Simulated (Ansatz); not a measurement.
# Nudged elastic band of SnH₃SO (charge −1)

- system: SnH₃SO, charge −1, SMILES [O-][S][SnH3]
- method: RKS PBE/def2-SVP (Ansatz 0.2.0)

It belongs to a series of runs on one base structure; here: band between the two ends. Figures and captions count atoms from 1; the log counts them from 0 in places.

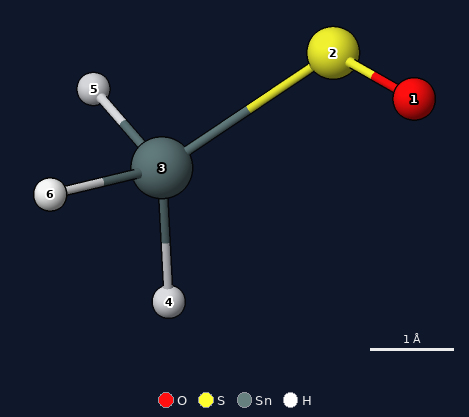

Figure 1. The input geometry (ball-and-stick view, seen at a tilt; atoms are numbered from 1 in the order of the input). Sticks mark near contacts. Bond lengths as drawn: H–Sn 1.78 to 1.80 Å, O–S 1.58 Å and S–Sn 2.56 Å.

Results in brief:

```tsv
quantity	value
outcome	converged
barrier, forward	0.029 eV
barrier, backward	0.029 eV
hardware	1 thread of Arm Neoverse V2, 24 GiB of memory available, shared host
wall time	2.1 min
peak memory	0.12 GiB
```

Remarks:

The order of the saddle point was not checked.

The input:
```yaml
crystal:
  periodic: [false, false, false]
  atoms:
    - { symbol: O, position_ang: [0.255367, -2.621449, 1.444367] }
    - { symbol: S, position_ang: [1.049593, -1.611565, 0.531773] }
    - { symbol: Sn, position_ang: [-0.140324, 0.520429, -0.251143] }
    - { symbol: H, position_ang: [-1.558608, 0.515915, -1.354183] }
    - { symbol: H, position_ang: [1.06887, 1.373324, -1.235314] }
    - { symbol: H, position_ang: [-0.674906, 1.823356, 0.8645] }
total_charge: -1
basis:
  gaussian: { orbitals: def2-SVP }
hamiltonian:
  xc: pbe
neb:
  order_check: false
  images: 7
  f_tol: 0.03
  max_iterations: 60
  initial_path: idpp
  final_atoms:
    - { symbol: O, position_ang: [0.77757868, -2.79432659, 0.76974327] }
    - { symbol: S, position_ang: [0.3949177, -1.39132022, 1.37635758] }
    - { symbol: Sn, position_ang: [-0.14803507, 0.52285129, -0.23915999] }
    - { symbol: H, position_ang: [-1.56982076, 0.52125625, -1.3375419] }
    - { symbol: H, position_ang: [1.05545022, 1.22583474, -1.37197163] }
    - { symbol: H, position_ang: [-0.51009877, 1.91571453, 0.80257266] }
```

Command:
```bash
ansatz run input.yaml --threads 1 --pin off --max-ram 2048MiB --backend cpu --events-out ev --progress --plain --runs-dir out
```

What the program printed:
```
Engine: ansatz 0.2.0, aarch64-unknown-linux-gnu
Functional definition: PBE
  parameter kappa = 0.804
  parameter beta = 0.06672455060314922
  exchange = pbe_x(kappa = kappa, mu = beta*pi^2/3)
  correlation = pbe_c(beta = beta)
813 factors; their error is unknown
mean field evaluation 1: about -18746.5253 eV, gradient 3.2e1 eV
mean field evaluation 2: about -18737.5500 eV, gradient 6.2e1 eV
mean field evaluation 4: about -18749.9215 eV, gradient 4.1e0 eV
mean field evaluation 8: about -18749.9488 eV, gradient 8.7e-2 eV
mean field evaluation 16: about -18749.9488 eV, gradient 8.5e-6 eV
mean field -18749.94880869 eV, -689.0479095475 hartree, gradient 8.5e-6 eV, S^2 0.000000; 1 other end points of the search recorded, 0 dependent functions left out
the calculation of the forces begins
reference -18749.94884355 eV, -689.0479108288 hartree; 25, 25 occupied and 48, 48 virtual orbitals, 813 factors
813 factors; their error is unknown
mean field evaluation 32: about -18749.9488 eV, gradient 1.4e-3 eV
mean field -18749.94880219 eV, -689.0479093086 hartree, gradient 2.1e-5 eV, S^2 0.000000; 1 other end points of the search recorded, 0 dependent functions left out
[... from here on the field's lines of each further geometry are left out, up to the last ...]
NEB iter   1: max|band force component| = 1.762e0 eV/Å  barrier→ = 0.4539 eV  barrier← = 0.4539 eV  Δτ_max = 0.1852 Å  (364 SCF iters)
NEB iter   2: max|band force component| = 7.470e-1 eV/Å  barrier→ = 0.2113 eV  barrier← = 0.2113 eV  Δτ_max = 0.1415 Å  (244 SCF iters)
NEB iter   3: max|band force component| = 3.358e-1 eV/Å  barrier→ = 0.1534 eV  barrier← = 0.1534 eV  CI = image 4  Δτ_max = 0.1182 Å  (215 SCF iters)
NEB iter   4: max|band force component| = 2.864e-1 eV/Å  barrier→ = 0.1064 eV  barrier← = 0.1064 eV  CI = image 4  Δτ_max = 0.2000 Å  (205 SCF iters)
NEB iter   5: max|band force component| = 3.129e-1 eV/Å  barrier→ = 0.0566 eV  barrier← = 0.0566 eV  CI = image 4  Δτ_max = 0.1005 Å  (223 SCF iters)
NEB iter   6: max|band force component| = 1.594e-1 eV/Å  barrier→ = 0.0407 eV  barrier← = 0.0407 eV  CI = image 4  Δτ_max = 0.1003 Å  (209 SCF iters)
NEB iter   7: max|band force component| = 1.060e-1 eV/Å  barrier→ = 0.0314 eV  barrier← = 0.0314 eV  CI = image 4  Δτ_max = 0.0842 Å  (206 SCF iters)
NEB iter   8: max|band force component| = 7.574e-2 eV/Å  barrier→ = 0.0291 eV  barrier← = 0.0291 eV  CI = image 4  Δτ_max = 0.0296 Å  (201 SCF iters)
NEB iter   9: max|band force component| = 5.700e-2 eV/Å  barrier→ = 0.0290 eV  barrier← = 0.0290 eV  CI = image 4  Δτ_max = 0.0269 Å  (202 SCF iters)
NEB iter  10: max|band force component| = 3.744e-2 eV/Å  barrier→ = 0.0292 eV  barrier← = 0.0292 eV  CI = image 4  Δτ_max = 0.0096 Å  (203 SCF iters)
the calculation of the forces begins
reference -18749.94384712 eV, -689.0477272133 hartree; 25, 25 occupied and 48, 48 virtual orbitals, 813 factors
813 factors; their error is unknown
mean field evaluation 832: about -18749.9198 eV, gradient 2.5e-2 eV
mean field -18749.91981810 eV, -689.0468441630 hartree, gradient 1.2e-5 eV, S^2 0.000000; 2 other end points of the search recorded, 0 dependent functions left out
the calculation of the forces begins
reference -18749.91985238 eV, -689.0468454227 hartree; 25, 25 occupied and 48, 48 virtual orbitals, 813 factors
NEB iter  11: max|band force component| = 2.286e-2 eV/Å  barrier→ = 0.0290 eV  barrier← = 0.0290 eV  CI = image 4  Δτ_max = 0.0000 Å  (498 SCF iters)
```

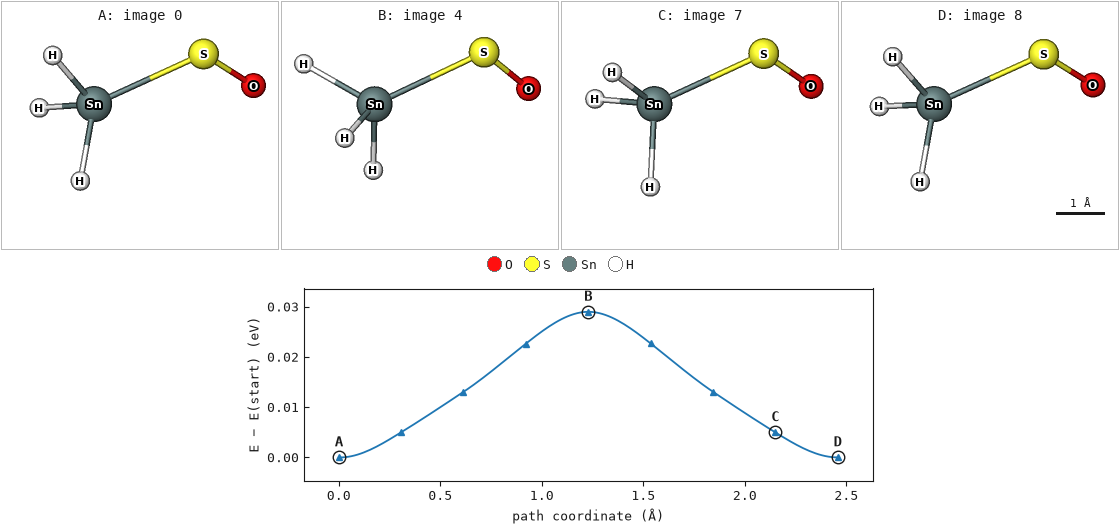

Figure 2. Images of the last band (counted from 0; ball-and-stick, seen at a tilt) above the energy along the path; the line is a cubic interpolation that uses the forces. The highest image is number 4, 0.029 eV above the start and 0.029 eV above the end (the climbing image); start and end have the same energy. The path is 2.46 Å long. The band converged in 11 iterations.

```
Total energy: -18749.91985238 eV, -689.0468454227 hartree
Atom 0 at    -0.009776    -2.701616     0.963086 Å, force    -0.010481    -0.012728    -0.003460 eV/Å
Atom 1 at     0.886149    -1.421138     1.197624 Å, force     0.009504     0.014814     0.001884 eV/Å
Atom 2 at     0.037406     0.587508    -0.182002 Å, force     0.000326    -0.002547     0.001289 eV/Å
Atom 3 at    -1.382099     0.078933    -1.101996 Å, force     0.001496    -0.000236     0.001211 eV/Å
Atom 4 at     1.033944     1.358790    -1.467954 Å, force    -0.000937     0.000594     0.000256 eV/Å
Atom 5 at    -0.565633     2.097533     0.591242 Å, force     0.000092     0.000102    -0.001180 eV/Å
Dipole moment:     0.130213     0.760390    -0.172290 e Å
this run last wrote the band of iteration 11 to [file]
```

The last band as extended XYZ (Å, eV, eV/Å):
```
6
Properties=species:S:1:pos:R:3:forces:R:3 image=0 energy=-18749.94881
O     0.2554   -2.6214    1.4444    0.0090   0.0082  -0.0086
S     1.0496   -1.6116    0.5318   -0.0103  -0.0082   0.0091
Sn   -0.1403    0.5204   -0.2511    0.0061  -0.0020  -0.0012
H    -1.5586    0.5159   -1.3542   -0.0002   0.0041   0.0051
H     1.0689    1.3733   -1.2353   -0.0002  -0.0004   0.0001
H    -0.6749    1.8234    0.8645   -0.0043  -0.0017  -0.0046
6
Properties=species:S:1:pos:R:3:forces:R:3 image=1 energy=-18749.94380
O     0.1066   -2.6206    1.3556    0.0058   0.0012   0.0129
S     1.0611   -1.5893    0.6380    0.0033  -0.0046  -0.0085
Sn   -0.0627    0.5417   -0.2358   -0.0065   0.0009  -0.0026
H    -1.5112    0.3549   -1.2640   -0.0037   0.0118  -0.0089
H     1.0536    1.4277   -1.3037    0.0032  -0.0048   0.0053
H    -0.6474    1.8856    0.8098   -0.0021  -0.0046   0.0017
6
Properties=species:S:1:pos:R:3:forces:R:3 image=2 energy=-18749.93576
O    -0.0130   -2.6232    1.2383   -0.0015   0.0016   0.0176
S     1.0558   -1.5533    0.7816    0.0061   0.0014  -0.0151
Sn   -0.0005    0.5632   -0.2145   -0.0030  -0.0066  -0.0048
H    -1.4494    0.2080   -1.1788   -0.0032   0.0080  -0.0086
H     1.0356    1.4490   -1.3690    0.0037   0.0005   0.0067
H    -0.6285    1.9564    0.7423   -0.0021  -0.0049   0.0042
6
Properties=species:S:1:pos:R:3:forces:R:3 image=3 energy=-18749.92617
O    -0.0566   -2.6568    1.0935   -0.0184  -0.0054   0.0198
S     1.0084   -1.4952    0.9796    0.0164   0.0160  -0.0249
Sn    0.0310    0.5818   -0.1908    0.0026  -0.0130   0.0013
H    -1.3995    0.1083   -1.1173    0.0005   0.0019  -0.0057
H     1.0249    1.4227   -1.4236    0.0049   0.0045   0.0049
H    -0.6083    2.0392    0.6586   -0.0060  -0.0040   0.0046
6
Properties=species:S:1:pos:R:3:forces:R:3 image=4 energy=-18749.91982
O    -0.0098   -2.7016    0.9631   -0.0105  -0.0127  -0.0035
S     0.8861   -1.4211    1.1976    0.0095   0.0148   0.0019
Sn    0.0374    0.5875   -0.1820    0.0003  -0.0025   0.0013
H    -1.3821    0.0789   -1.1020    0.0015  -0.0002   0.0012
H     1.0339    1.3588   -1.4680   -0.0009   0.0006   0.0003
H    -0.5656    2.0975    0.5912    0.0001   0.0001  -0.0012
6
Properties=species:S:1:pos:R:3:forces:R:3 image=5 energy=-18749.92610
O     0.1075   -2.7331    0.8827    0.0100  -0.0189  -0.0178
S     0.7041   -1.3543    1.3719   -0.0119   0.0291   0.0130
Sn    0.0252    0.5840   -0.1840   -0.0004  -0.0091   0.0065
H    -1.3919    0.1049   -1.1280   -0.0049   0.0041   0.0008
H     1.0626    1.2674   -1.4921    0.0007  -0.0079  -0.0045
H    -0.5075    2.1310    0.5495    0.0065   0.0027   0.0020
6
Properties=species:S:1:pos:R:3:forces:R:3 image=6 energy=-18749.93572
O     0.2611   -2.7509    0.8868    0.0153  -0.0112  -0.0077
S     0.5225   -1.3061    1.4692   -0.0110   0.0134   0.0110
Sn   -0.0113    0.5676   -0.2016   -0.0065  -0.0038  -0.0015
H    -1.4302    0.2002   -1.2052   -0.0061   0.0088  -0.0041
H     1.1047    1.1565   -1.4897    0.0011  -0.0069  -0.0002
H    -0.4468    2.1328    0.5406    0.0072  -0.0003   0.0025
6
Properties=species:S:1:pos:R:3:forces:R:3 image=7 energy=-18749.94381
O     0.4048   -2.7582    0.9728    0.0138  -0.0024   0.0031
S     0.3825   -1.2755    1.5119   -0.0083   0.0009   0.0053
Sn   -0.0562    0.5385   -0.2445   -0.0037  -0.0001  -0.0055
H    -1.4783    0.3399   -1.3069   -0.0056   0.0124  -0.0069
H     1.1364    1.0606   -1.4880   -0.0004  -0.0055  -0.0001
H    -0.3893    2.0948    0.5546    0.0041  -0.0053   0.0040
6
Properties=species:S:1:pos:R:3:forces:R:3 image=8 energy=-18749.94880
O     0.5831   -2.7557    1.0350   -0.0015   0.0025   0.0015
S     0.2712   -1.2843    1.5044    0.0016  -0.0052   0.0029
Sn   -0.1091    0.5073   -0.2885    0.0007  -0.0018  -0.0081
H    -1.4980    0.4918   -1.4280    0.0002  -0.0004  -0.0004
H     1.1656    1.0347   -1.4386   -0.0003   0.0011  -0.0008
H    -0.4129    2.0062    0.6157   -0.0008   0.0038   0.0048
```
